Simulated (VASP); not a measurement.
Band structure of Pb (relaxed from the bcc structure, space group Im-3m). Method: r2SCAN meta-GGA, VASP's PBE PAW potentials (set 64) (plane waves; VASP 6.6.1).

Unless said otherwise, spin-orbit coupling is left out, though it shifts the bands of the heavy elements here.

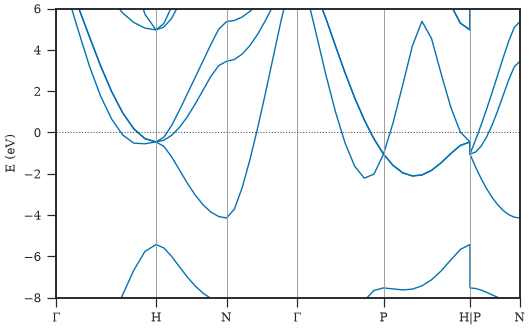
Fig. 1. Bands along high-symmetry lines, zero at the valence-band maximum or, without a gap, the Fermi level

### Question
Read the plot: is there a gap, and where are the band edges?

### Answer
It has no gap at this level: it comes out as a metal or semimetal.

The structure was generated: Pb was put into the bcc type (Im-3m), which need not be its known phase. It was relaxed first.
